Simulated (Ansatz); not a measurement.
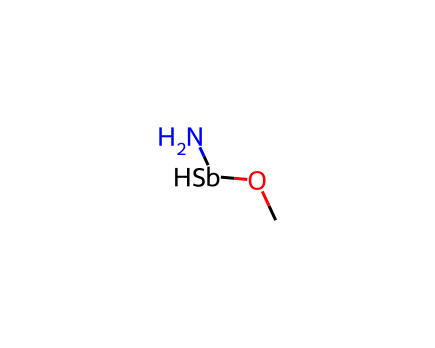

A structural formula.

**Transcribe the drawing into SMILES.**

C[O][SbH][NH2]

**What is the molecular formula?**

CH6NOSb.

**An optimisation with PBE0-D4/def2-TZVP gave a structure of which point group?**

C1. Other conformers may differ.

More results for the same structure follow; atom numbers are the same in all pictures, views and colours differ. The computed structure is the end point of a PBE0-D4/def2-TZVP optimisation. No frequency run is at hand to confirm it as a minimum.

### Geometry

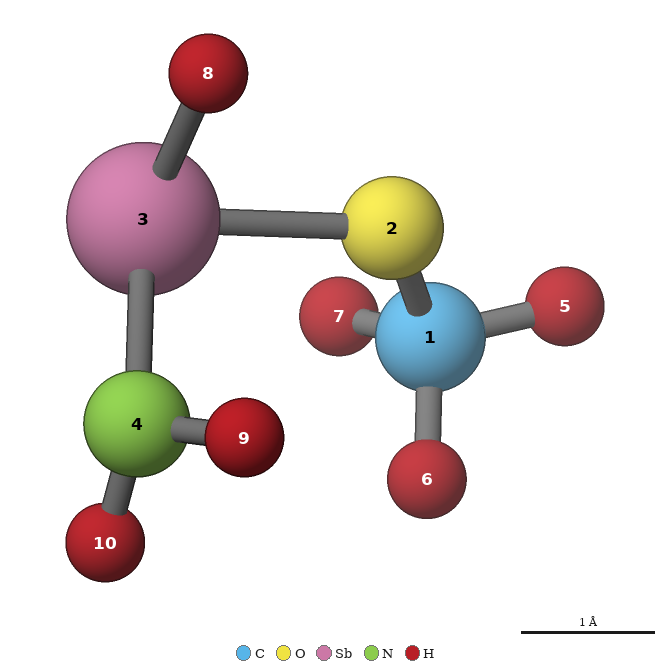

Atoms carry their numbers in the input. No frequency run is at hand to confirm it as a minimum.

Give these bond angles: O2–C1–H5, O2–C1–H6, O2–C1–H7, C1–O2–Sb3, O2–Sb3–N4, O2–Sb3–H8, N4–Sb3–H8, Sb3–N4–H9, Sb3–N4–H10.

```
     angle  degrees
  O2–C1–H5    108.3
  O2–C1–H6    112.2
  O2–C1–H7    112.9
 C1–O2–Sb3    118.0
 O2–Sb3–N4    101.9
 O2–Sb3–H8     89.1
 N4–Sb3–H8     92.3
 Sb3–N4–H9    116.0
Sb3–N4–H10    115.1
```

### Dipole moment

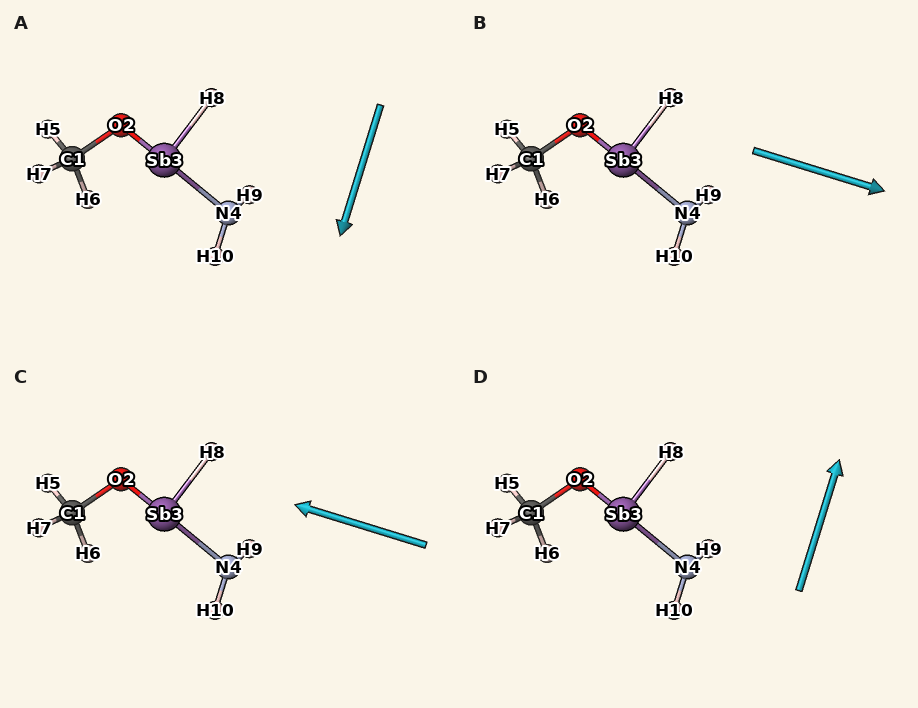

The same molecule four times, each with an arrow. No frequency run is at hand to confirm it as a minimum. Method: RKS r2SCAN-D4/def2-TZVPP, core potentials on Sb (Ansatz 0.2.0).

**Which arrow points along the dipole moment, from the negative to the positive end?**

A. The dipole moment is 1.47 D; it points from the side of H8 to the side of H10 (the outermost atoms at the two ends).

### Levels of theory compared

No frequency run is at hand to confirm it as a minimum. Program: Ansatz 0.2.0.

Tabulate HOMO–LUMO gap (eV) at these levels: B3LYP-D4/def2-TZVPP; PBE-D4/def2-TZVPP; PBE0-D4/def2-TZVPP; r2SCAN-D4/def2-TZVPP; ωB97M-V/def2-TZVPP; ωB97X-V/def2-TZVPP.

```csv
level,HOMO–LUMO gap (eV)
B3LYP-D4/def2-TZVPP,6.11
PBE-D4/def2-TZVPP,4.45
PBE0-D4/def2-TZVPP,6.54
r2SCAN-D4/def2-TZVPP,4.96
ωB97M-V/def2-TZVPP,10.42
ωB97X-V/def2-TZVPP,10.74
```

### Charges

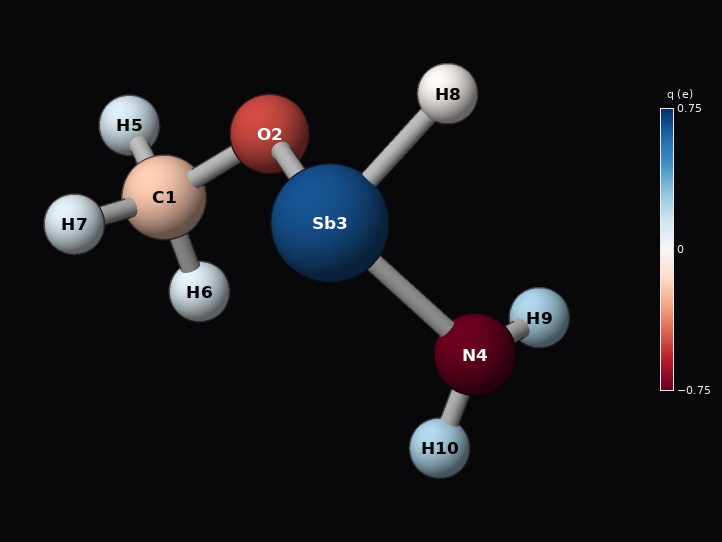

Atoms are coloured by their Mulliken charges. No frequency run is at hand to confirm it as a minimum. Level of theory: RKS PBE0-D4/def2-TZVP, core potentials on Sb (Ansatz 0.2.0).

List the Mulliken charges.

```tsv
atom	value (e)
C1	−0.20
O2	−0.49
Sb3	0.66
N4	−0.74
H5	0.13
H6	0.10
H7	0.10
H8	−0.03
H9	0.24
H10	0.24
```

Mulliken values depend strongly on the basis set and can even reverse the polarity of a bond.
